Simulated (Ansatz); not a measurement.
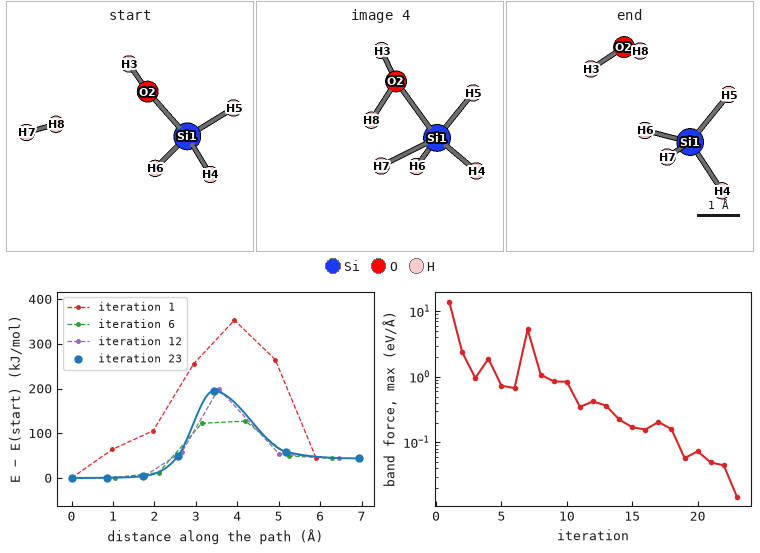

NEB run on SiH$_{6}$O, made up at the start of SiH₄O and H2. Images are numbered from 0 (start) to 6 (end). The plot follows the band through its iterations. Style: ball-and-stick. Shown at a tilt.

Level of theory: RKS r2SCAN/def2-SVP in Ansatz. Settings: 5 movable images; climbing image; force threshold 0.03 eV/Å; iteration limit 60; starting path through a guess of the saddle point.

> How did the profile develop, and is the result final?

The result is final at these settings. The band converged in 23 iterations. The largest component of the band force went from 14 to 0.015 eV/Å. The climbing image converged on the top of the path. Its vibrational analysis gives one imaginary mode (1147i cm⁻¹), as a transition state must have. The first iteration put the highest image at 352.9 kJ/mol. Forward barrier 194.2 kJ/mol, backward barrier 150.5 kJ/mol, with image 4 at the top; the reaction energy is +43.7 kJ/mol.

Limits of the set-up: the start holds two separate molecules, 2.5 Å apart at their closest, whose relative position is a soft coordinate and is computed without a dispersion correction.

Cost: 4.4 min on 1 thread of Arm Neoverse V1, on a shared host, peak memory 0.12 GiB.
